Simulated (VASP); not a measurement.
Band structure of Te (trig). Calculation: LDA (Ceperley-Alder, Perdew-Zunger) with spin-orbit coupling, VASP's LDA PAW potentials (set 64) (plane waves; VASP).

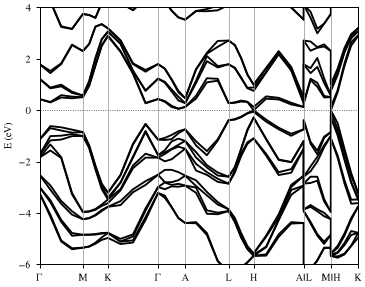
Figure: Bands along high-symmetry lines, zero at the valence-band maximum or, without a gap, the Fermi level

Task: Read the plot: is there a gap, and where are the band edges?

Result: It has no gap at this level: it comes out as a metal or semimetal.

The compound is Te in the trig structure. It was relaxed first, which changed the volume by -7 %.
